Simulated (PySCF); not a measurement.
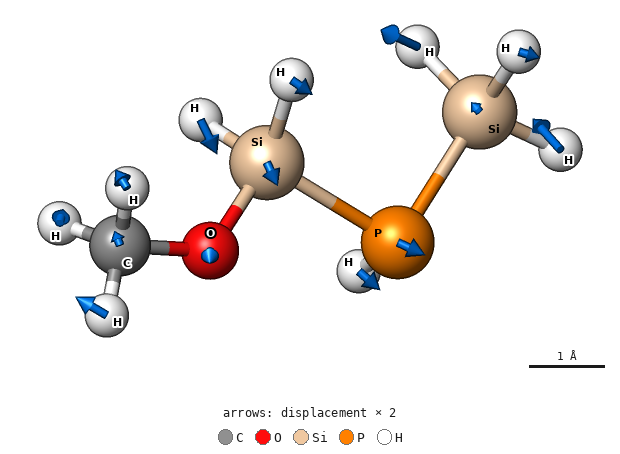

A relaxation of CH9OPSi2. The starting structure is drawn; blue arrows show the displacements, magnified 2 times. The two geometries are superimposed by the best rigid fit.

Style: ball-and-stick. Shown from a free direction.

The start comes from GFN2-xTB. Its atoms were then displaced at random by about 0.01 Å.

Level of theory: PBE0-D3(BJ)/def2-SVP geometry optimisation, gas phase in PySCF. 

Question: What did the optimiser do to the structure, and how much energy did it gain?

Answer: The largest move after the best rigid fit is that of an H atom, 0.42 Å. By element the largest moves are H 0.42 Å, P 0.21 Å, Si 0.18 Å, O 0.15 Å, C 0.11 Å. Near-neighbour distances that change, for instance: P–Si 2.182 → 2.248 Å, H–Si 1.446 → 1.493 Å, O–Si 1.626 → 1.663 Å, C–H 1.063 → 1.100 Å. Among the angles between lasting bonds that change: O–Si–P 100.3° → 107.2°, P–Si–H 112.7° → 107.8°, C–O–Si 128.3° → 123.4°. The energy falls by 0.209 eV in 10 geometry steps.
